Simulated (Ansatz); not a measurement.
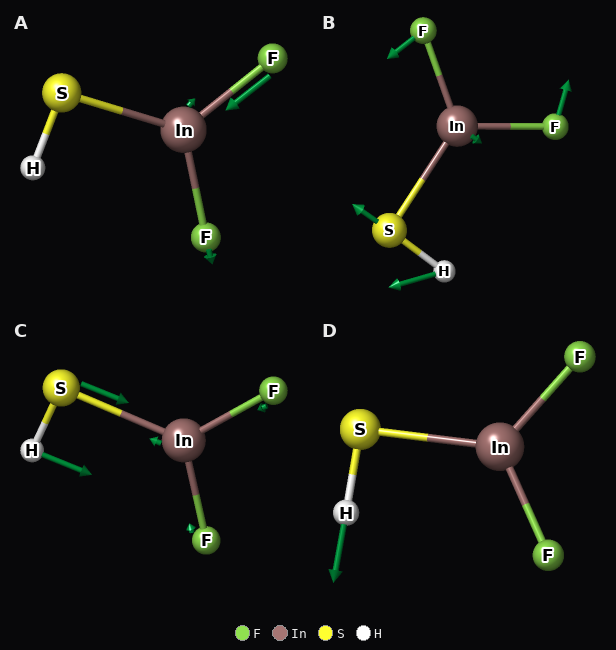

4 normal modes of one molecule or complex, as arrows. Harmonic vibrations computed with RKS PBE0-D4/def2-TZVP, core potentials on In (Ansatz 0.2.0) at a stationary point of the same level.

Match the panels to the wavenumbers 82 cm⁻¹, 370 cm⁻¹, 613 cm⁻¹, 2703 cm⁻¹.

Answer. A: 613 cm⁻¹, In–F stretching
B: 82 cm⁻¹, F–In–S bending
C: 370 cm⁻¹, In–S stretching
D: 2703 cm⁻¹, S–H stretching
